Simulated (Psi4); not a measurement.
**triplet Si2H4ClF: levels of theory compared**

Aim: a comparison of 5 runs (U-r2SCAN/def2-SVP, UB3LYP/def2-SVP, UM06-L/def2-SVP, UPBE0/def2-SVP, USVWN5/def2-SVP) of triplet Si2H4ClF. 

The results are computed with Psi4 1.11.

## 1. The molecule

The species is Si2H4ClF (8 atoms), meant as a triplet with charge 0. SMILES of the parent species: `F[SiH]([SiH3])Cl`. The coordinates come from a PBE0-D4/def2-TZVP relaxation. That shape belongs to the parent species and isn't relaxed for this state.

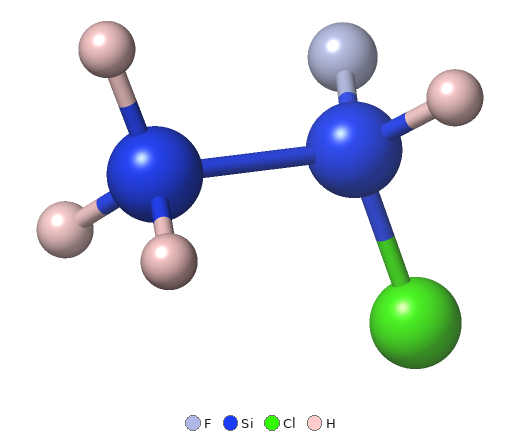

Viewed from a chosen angle; fluorine light blue, silicon blue, chlorine green, hydrogen pink.

## 2. Energy and forces at U-r2SCAN/def2-SVP (run 1)

Input file input.inp:

```
memory 2200 mb

molecule {
  0 3
  F     -1.329000     1.796800     0.161200
  Si    -0.382900     0.812800    -0.667700
  Si     0.539000    -0.793000     0.761300
  Cl    -1.534100    -0.130100    -2.075900
  H      0.596600     1.655400    -1.392300
  H      1.355700    -0.131100     1.812300
  H      1.403500    -1.693800    -0.044400
  H     -0.556600    -1.574100     1.389600
  symmetry c1
  no_reorient
  no_com
}

set {
  reference uks
  puream true
  e_convergence 1e-09
  d_convergence 1e-08
  scf_type pk
  dft_radial_points 99
  dft_spherical_points 590
  maxiter 100
}

e, wfn = gradient('r2scan/def2-SVP', return_wfn=True)
oeprop(wfn, 'MULLIKEN_CHARGES', 'MAYER_INDICES', 'LOWDIN_CHARGES')
print_variables()
```

On the command line:

```console
$ psi4 -i input.inp -o input.out -n 1
```

input.out:

```text
[...]
  Running in c1 symmetry.
[...]
  Nuclear repulsion =  276.204993495700592
[...]
  Multiplicity = 3
[...]
  Nalpha       = 30
  Nbeta        = 28
[...]
    Number of basis functions: 88
[...]
   @UKS iter   1: -1140.60480054490813    4.81014e-02   5.60830e-03 DIIS/ADIIS
[...]
   @UKS iter  18: -1140.78563630130861   -1.59162e-12   2.17918e-09 DIIS
[...]
   @S^2 Observed:                2.004836897E+00
[...]
  @UKS Final Energy: -1140.78563630130861
   => Energetics <=
    Nuclear Repulsion Energy =            276.2049934957005917
    One-Electron Energy =               -2128.4319149277125689
    Two-Electron Energy =                 793.3638369307898301
    DFT Exchange-Correlation Energy =     -81.9225518000864668
    Empirical Dispersion Energy =           0.0000000000000000
    VV10 Nonlocal Energy =                  0.0000000000000000
    Total Energy =                      -1140.7856363013086138
  UHF NO Occupations:
  HONO-2 :   28  A 1.9987618
  HONO-1 :   29  A 1.0000000
[...]
 Multipole Moments:
 ------------------------------------------------------------------------------------
     Multipole            Electronic (a.u.)      Nuclear  (a.u.)        Total (a.u.)
 ------------------------------------------------------------------------------------
 L = 1.  Multiply by 2.5417464519 to convert [e a0] to [Debye]
 Dipole X            :         62.9036935          -62.4669758            0.4367177
 Dipole Y            :        -23.8568445           23.6085375           -0.2483071
 Dipole Z            :         58.1183563          -58.1353456           -0.0169893
 Magnitude           :                                                    0.5026603
[...]
  -Total Gradient:
     Atom            X                  Y                   Z
    ------   -----------------  -----------------  -----------------
       1        0.022185225459    -0.016955029958    -0.008649237989
       2       -0.024738296389     0.013711362405     0.017112429027
       3        0.004607528041    -0.005966529126    -0.010298866899
       4        0.015867925290     0.004633244976     0.002377040672
       5       -0.007178494809    -0.008954570394    -0.006224601329
       6       -0.007489602359    -0.003282836310    -0.000619306772
       7       -0.008541515219     0.011267337618     0.003513859661
       8        0.005104157302     0.005167192325     0.002351571073
[...]
  Mulliken Charges: (a.u.)
   Center  Symbol    Alpha    Beta     Spin     Total
       1     F     4.65859  4.59920  0.05938 -0.25779
       2    SI     7.19665  6.38719  0.80946  0.41617
       3    SI     7.23678  6.62957  0.60721  0.13365
       4    CL     8.67927  8.48536  0.19391 -0.16463
       5     H     0.57895  0.43388  0.14507 -0.01283
       6     H     0.53375  0.49848  0.03527 -0.03223
       7     H     0.58744  0.46494  0.12250 -0.05238
       8     H     0.52858  0.50138  0.02720 -0.02996
   Total alpha = 30.00000, Total beta = 28.00000, Total charge =  0.00000
[...]
```

Wall time 74 s (1 thread of Intel Xeon Platinum 8488C (Sapphire Rapids), shared host); peak memory 1.3 GiB.

## 3. A single-point energy at UB3LYP/def2-SVP (run 2)

Input file run.py:

```python
import psi4

psi4.set_memory('2200 MB')
psi4.set_num_threads(1)
psi4.core.set_output_file('psi4.out', False)

mol = psi4.geometry("""
0 3
F     -1.329000     1.796800     0.161200
Si    -0.382900     0.812800    -0.667700
Si     0.539000    -0.793000     0.761300
Cl    -1.534100    -0.130100    -2.075900
H      0.596600     1.655400    -1.392300
H      1.355700    -0.131100     1.812300
H      1.403500    -1.693800    -0.044400
H     -0.556600    -1.574100     1.389600
symmetry c1
no_reorient
no_com
""")

options = {'basis': 'def2-SVP', 'reference': 'uks', 'puream': True, 'e_convergence': 1e-09, 'd_convergence': 1e-08, 'scf_type': 'pk', 'dft_radial_points': 99, 'dft_spherical_points': 590, 'maxiter': 100}
psi4.set_options(options)

E, wfn = psi4.energy('B3LYP', molecule=mol, return_wfn=True)
psi4.oeprop(wfn, 'WIBERG_LOWDIN_INDICES', 'MAYER_INDICES', 'MULLIKEN_CHARGES', title='B3LYP')
print('E =', round(E, 9))
```

On the command line:

```console
$ python run.py
```

psi4.out (excerpt; [...] marks lines left out):

```text
[...]
  Running in c1 symmetry.
[...]
  Nuclear repulsion =  276.204993495700592
[...]
  Multiplicity = 3
[...]
  Nalpha       = 30
  Nbeta        = 28
[...]
    Number of basis functions: 88
[...]
   @UKS iter   1: -1140.82239573078755   -4.71301e-02   5.24149e-03 DIIS/ADIIS
[...]
   @UKS iter  18: -1140.95423221873875   -9.09495e-12   8.37121e-09 DIIS
[...]
   @S^2 Observed:                2.003154369E+00
[...]
  @UKS Final Energy: -1140.95423221873875
   => Energetics <=
    Nuclear Repulsion Energy =            276.2049934957005917
    One-Electron Energy =               -2128.6050510015293185
    Two-Electron Energy =                 777.6079533579679719
    DFT Exchange-Correlation Energy =     -66.1621280708780262
    Empirical Dispersion Energy =           0.0000000000000000
    VV10 Nonlocal Energy =                  0.0000000000000000
    Total Energy =                      -1140.9542322187387526
  UHF NO Occupations:
  HONO-2 :   28  A 1.9992854
  HONO-1 :   29  A 1.0000000
[...]
 Multipole Moments:
 ------------------------------------------------------------------------------------
     Multipole            Electronic (a.u.)      Nuclear  (a.u.)        Total (a.u.)
 ------------------------------------------------------------------------------------
 L = 1.  Multiply by 2.5417464519 to convert [e a0] to [Debye]
 Dipole X            :         62.9147714          -62.4669758            0.4477957
 Dipole Y            :        -23.8948681           23.6085375           -0.2863306
 Dipole Z            :         58.0828633          -58.1353456           -0.0524823
 Magnitude           :                                                    0.5340979
[...]
  Mulliken Charges: (a.u.)
   Center  Symbol    Alpha    Beta     Spin     Total
       1     F     4.65447  4.59751  0.05695 -0.25198
       2    SI     7.20203  6.40796  0.79407  0.39001
       3    SI     7.20571  6.59449  0.61122  0.19981
       4    CL     8.67256  8.47049  0.20207 -0.14305
       5     H     0.58696  0.43836  0.14860 -0.02533
       6     H     0.54673  0.50413  0.04260 -0.05085
       7     H     0.58832  0.48001  0.10831 -0.06833
       8     H     0.54323  0.50705  0.03618 -0.05028
   Total alpha = 30.00000, Total beta = 28.00000, Total charge = -0.00000
[...]
```

On the terminal:

```text
E = -1140.954232219
```

It took 29 s on 1 thread of Intel Xeon Platinum 8488C (Sapphire Rapids), shared host; peak memory 1.1 GiB.

Runs 3 to 4 aren't shown in full; the table further down has their settings and results.

## 4. Energy and gradient at USVWN5/def2-SVP (run 5)

Input file clfh4si2.dat:

```
memory 2.2 GB

molecule geom {
  0 3
  F     -1.329000     1.796800     0.161200
  Si    -0.382900     0.812800    -0.667700
  Si     0.539000    -0.793000     0.761300
  Cl    -1.534100    -0.130100    -2.075900
  H      0.596600     1.655400    -1.392300
  H      1.355700    -0.131100     1.812300
  H      1.403500    -1.693800    -0.044400
  H     -0.556600    -1.574100     1.389600
  symmetry c1
  no_reorient
  no_com
}

set globals {
  basis                def2-SVP
  reference            uks
  puream               true
  e_convergence        1e-09
  d_convergence        1e-08
  scf_type             pk
  dft_radial_points    99
  dft_spherical_points 590
  maxiter              100
}

e_tot, wfn = gradient("scf", dft_functional={"name": "SVWN5", "x_functionals": {"LDA_X": {}}, "c_functionals": {"LDA_C_VWN": {}}}, return_wfn=True)
oeprop(wfn, "LOWDIN_CHARGES", "MAYER_INDICES", "MULLIKEN_CHARGES", title="SCF")
```

On the command line:

```console
$ psi4 -n 1 clfh4si2.dat clfh4si2.out
```

clfh4si2.out (excerpt; [...] marks lines left out):

```text
[...]
  Running in c1 symmetry.
[...]
  Nuclear repulsion =  276.204993495700592
[...]
  Multiplicity = 3
[...]
  Nalpha       = 30
  Nbeta        = 28
[...]
    Number of basis functions: 88
[...]
   @UKS iter   1: -1136.21026322963121    1.79309e-01   6.17370e-03 DIIS/ADIIS
[...]
   @UKS iter  16: -1136.44791485255064   -9.09495e-13   3.07466e-09 DIIS
[...]
   @S^2 Observed:                2.001281191E+00
[...]
  @UKS Final Energy: -1136.44791485255064
   => Energetics <=
    Nuclear Repulsion Energy =            276.2049934957005917
    One-Electron Energy =               -2128.3999897305457125
    Two-Electron Energy =                 793.2200815525803819
    DFT Exchange-Correlation Energy =     -77.4730001702860989
    Empirical Dispersion Energy =           0.0000000000000000
    VV10 Nonlocal Energy =                  0.0000000000000000
    Total Energy =                      -1136.4479148525506389
  UHF NO Occupations:
  HONO-2 :   28  A 1.9997209
  HONO-1 :   29  A 1.0000000
[...]
 Multipole Moments:
[...]
  -Total Gradient:
     Atom            X                  Y                   Z
    ------   -----------------  -----------------  -----------------
       1        0.021947050676    -0.016738527770    -0.008386770589
       2       -0.019218927413     0.018862496092     0.009115476889
       3        0.006779397927    -0.011127198488    -0.001113487144
       4        0.012198665780     0.003327731440     0.000884007306
       5       -0.010104471288    -0.009749964665    -0.002005761313
       6       -0.009246970485    -0.005785464121    -0.003813049689
       7       -0.011099081127     0.014290586322     0.004983723787
       8        0.008717036890     0.006924016909     0.000313460802
[...]
  Mulliken Charges: (a.u.)
   Center  Symbol    Alpha    Beta     Spin     Total
       1     F     4.62300  4.55408  0.06892 -0.17708
       2    SI     7.29511  6.49511  0.80000  0.20978
       3    SI     7.29516  6.69904  0.59612  0.00580
       4    CL     8.65271  8.43071  0.22200 -0.08342
       5     H     0.55629  0.40805  0.14824  0.03566
       6     H     0.51267  0.47784  0.03483  0.00949
       7     H     0.55725  0.45465  0.10260 -0.01190
       8     H     0.50780  0.48053  0.02727  0.01167
   Total alpha = 30.00000, Total beta = 28.00000, Total charge = -0.00000
[...]
```

It took 22 s on 1 thread of Intel Xeon Platinum 8488C (Sapphire Rapids), shared host; peak memory 0.55 GiB.

## 5. All runs side by side

| run | level | task | energy (Eh) | dipole moment (D) | HOMO energy (eV) | ⟨S²⟩ | wall time |
| --- | --- | --- | --- | --- | --- | --- | --- |
| 1 | U-r2SCAN/def2-SVP | gradient | -1140.785636 | 1.28 | -1.99 | 2.005 | 74 s |
| 2 | UB3LYP/def2-SVP | energy | -1140.954232 | 1.36 | -2.29 | 2.003 | 29 s |
| 3 | UM06-L/def2-SVP | gradient | -1140.894434 | 1.35 | -1.76 | 2.003 | 63 s |
| 4 | UPBE0/def2-SVP | gradient | -1140.409729 | 1.48 | -2.64 | 2.004 | 37 s |
| 5 | USVWN5/def2-SVP | gradient | -1136.447915 | 1.19 | -1.69 | 2.001 | 22 s |

## 6. Outcome

| quantity | value |
| --- | --- |
| run 5: total energy | -1136.44791 Eh |
| run 5: dipole moment | 1.19 D |
| run 5: HOMO energy (highest over α and β) | -1.69 eV |
| run 5: ⟨S²⟩ | 2.001 |
| run 5: largest force on an atom | 1.483 eV/Å |

In words: The dipole moment (its size) runs from 1.19 D (USVWN5/def2-SVP) to 1.48 D (UPBE0/def2-SVP). Totals of different functionals can't be ranked against each other. All runs together took 3.8 min, the longest 74 s.
